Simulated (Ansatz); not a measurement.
## Electronic structure of C₂H₈FSi₂ (SMILES C[SiH2][Si+](C)F) (charge +1) in real space

```xyz
13

C    -1.6640   -1.9750    0.8717
C    -2.8790    2.1291   -2.1306
F    -4.1703    0.2644   -0.4177
Si   -0.9459   -0.7214   -0.3072
Si   -2.7487    0.6699   -1.0311
H    -0.8532   -2.6371    1.2184
H    -2.1096   -1.4871    1.7515
H    -2.4274   -2.5953    0.3784
H    -0.0227    0.2954    0.2628
H    -0.4484   -1.2279   -1.6139
H    -3.7271    2.0055   -2.8278
H    -3.0984    3.0189   -1.5086
H    -1.9475    2.3059   -2.6900
```

Geometry: B3LYP-D3(BJ)/def2-SVP.

All numbers below come from isolated molecule in a Gaussian basis; Kohn-Sham density functional theory, functional PBE0 (Ansatz).

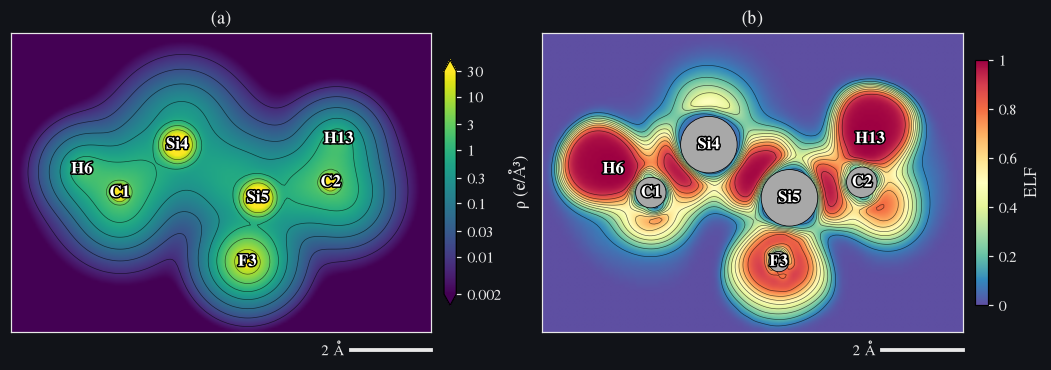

Figure 1. (a) electron density; (b) ELF on the plane of atoms C1, Si4 and Si5. Grey discs cover the atomic cores in the ELF map.

Read the bonding off the picture.

The section cuts through C, F, Si and H sites.
Si–F (1.60 Å): the density is about 1.1 e/Å³ at the midpoint; the ELF peaks at about 0.85 in the valence shell of F, 0.6 Å from its nucleus, and is about 0.45 at the midpoint.
C–Si (1.83 Å): ρ is about 1 e/Å³ halfway; the ELF peaks at about 0.95 between the atoms: localised, covalent bonding.
Si–Si (2.39 Å): ρ is about 0.59 e/Å³ halfway; the ELF peaks at about 1 between the atoms, as expected for a shared electron pair.
C–H (1.10 Å): ρ is about 1.9 e/Å³ halfway; the ELF climbs to about 1 towards the hydrogen, as it does in any bond to H: an ordinary covalent bond to hydrogen.
The ELF also peaks beside F3, away from the bonds: lone-pair regions.

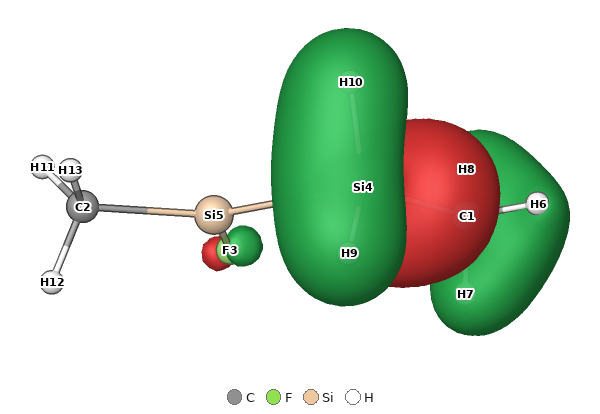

Figure 2. The HOMO−1 at ±0.1 Å⁻³ᐟ² (green and red are the two phases), seen from one side.

What is the character of this orbital?

By Hirshfeld shares it lies mainly on C1 (about 35 %), Si4 (about 30 %), H9 (about 10 %) and H10 (about 10 %). Its energy is −14.26 eV.

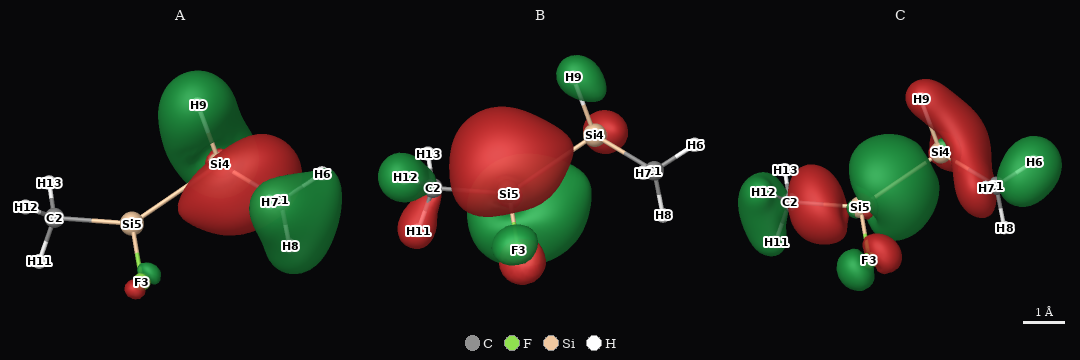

Figure 3. Three frontier orbitals at ±0.1 Å⁻³ᐟ² (green and red are the two phases), in no order.

Which picture is the HOMO−1, the HOMO and the LUMO?

A is the HOMO−1 (−14.26 eV). By Hirshfeld shares it lies mainly on C1 (about 35 %), Si4 (about 30 %), H9 (about 10 %) and H10 (about 10 %). C is the HOMO (−13.70 eV). It lies mainly on Si5 (about 30 %), Si4 (about 25 %), C2 (about 15 %) and C1 (about 10 %). B is the LUMO (−7.95 eV). By Hirshfeld shares it lies mainly on Si5 (about 65 %), F3 (about 5 %) and C2 (about 5 %).

What is the HOMO–LUMO gap?

5.75 eV between the orbital energies.
